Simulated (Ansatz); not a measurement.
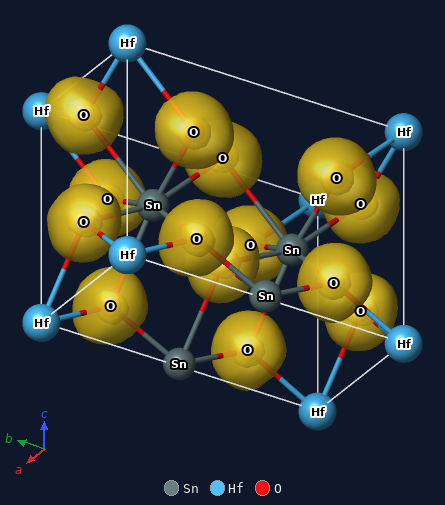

Figure 1: HfSn3O8. Isosurface of the ELF at 0.7 (yellow), seen at an oblique angle. Core shells and regions of very low density are left out. Sticks mark near contacts.

Space group Pmm2; a structure from a database of computed crystals, not necessarily the ambient phase; started from the tetragonal host prototype, which need not be the ambient phase.

Method: Ansatz 0.2.0, DFT, r2SCAN, plane waves, PAW.

**Identify the bonds, lone pairs and shells in this picture.**

The surface consists of eight regions wrapped around O (the valence shell of each), counted in one cell of 12 atoms. Any copies at cell faces, edges or corners count once.

Values along the shortest contacts:
Hf–O (2.00 Å): the ELF peaks at about 0.85 in the valence shell of O, 0.6 Å from its nucleus, and drops to about 0.20 between the two atoms; no localised pair shows between them. Sn–O (2.01 Å): the ELF peaks at about 0.80 in the valence shell of O, 0.6 Å from its nucleus, and is about 0.25 at the midpoint: no shared electron pair shows on this line.
